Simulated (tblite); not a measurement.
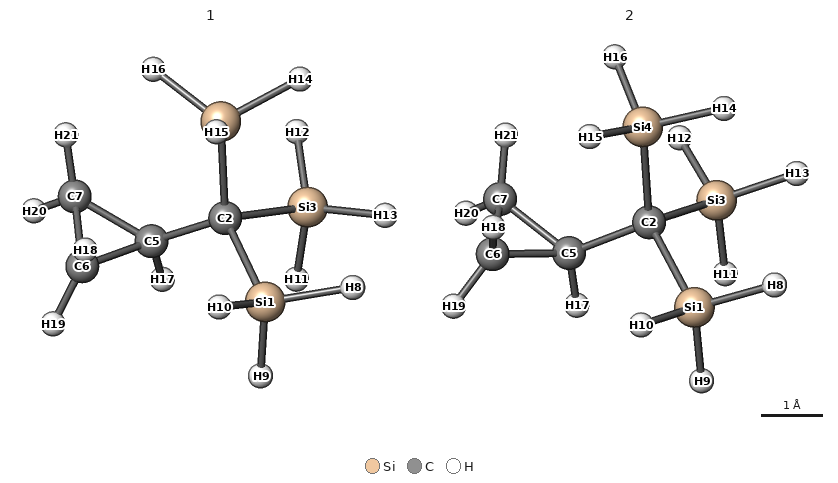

Two geometries of C$_{4}$H$_{14}$Si$_{3}$, drawn at one scale. One is the start of a relaxation, the other its converged end. The picture is a ball-and-stick view, seen face on.

These are results of tblite 0.8.0, GFN2-xTB geometry optimisation, gas phase, not measurements. 

Which of the two is the end point?

Structure 2 is the relaxed one. The atom that moves furthest after the best rigid fit is H14 (0.97 Å). By element the largest moves are H 0.97 Å, Si 0.29 Å, C 0.29 Å. Among the contacts that change: C2–Si4 1.841 → 1.909 Å, C7–H20 1.124 → 1.081 Å, C2–C5 1.479 → 1.517 Å, Si4–H14 1.498 → 1.464 Å. Among the angles between lasting bonds that change: C2–C5–C6 112.8° → 123.4°, Si1–C2–Si3 102.4° → 110.3°, C5–C7–H21 125.6° → 118.6°. Groups turn about C2–Si4 by about 45°, C2–C5 by about 25°. The energy falls by 16.6 kcal/mol in 75 geometry steps.
